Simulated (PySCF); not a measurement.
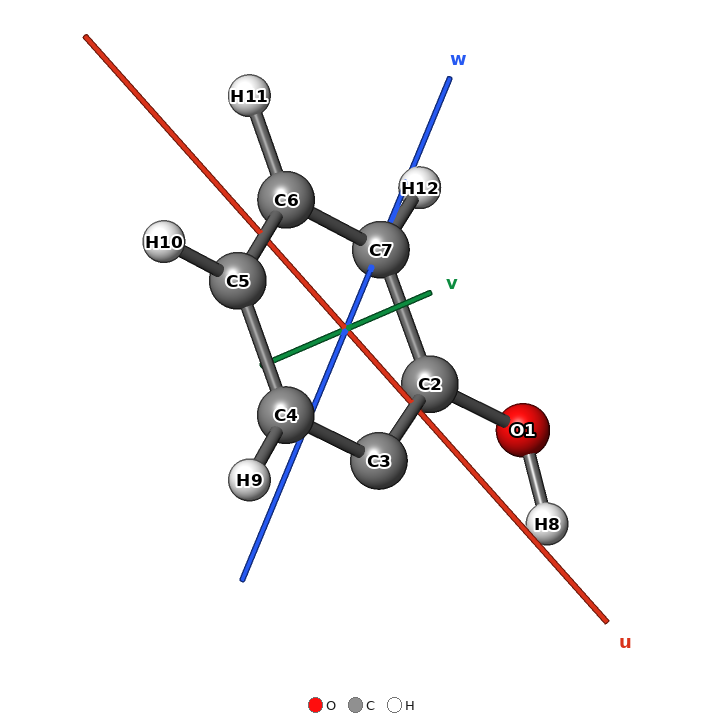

The lines u, v and w are the principal axes of the g tensor. State: neutral, doublet. The computed structure is the end point of a GFN2-xTB optimisation. No frequency run is at hand to confirm it as a minimum. Level of theory: UKS B3LYP, pcH-1 on C H O, non-relativistic, mean-field spin-orbit, GIAO (PySCF 2.14.0).

Question: Along which axis does g lie farthest from the free-electron value?

Answer: Along w (in the molecular plane, nearly parallel to the C5–C6 bond): the shift is −442 ppm.

Give the principal values and shifts.

| axis | g | shift (ppm) |
| --- | --- | --- |
| u | 2.00220 | −121 |
| v | 2.00268 | 363 |
| w | 2.00188 | −442 |
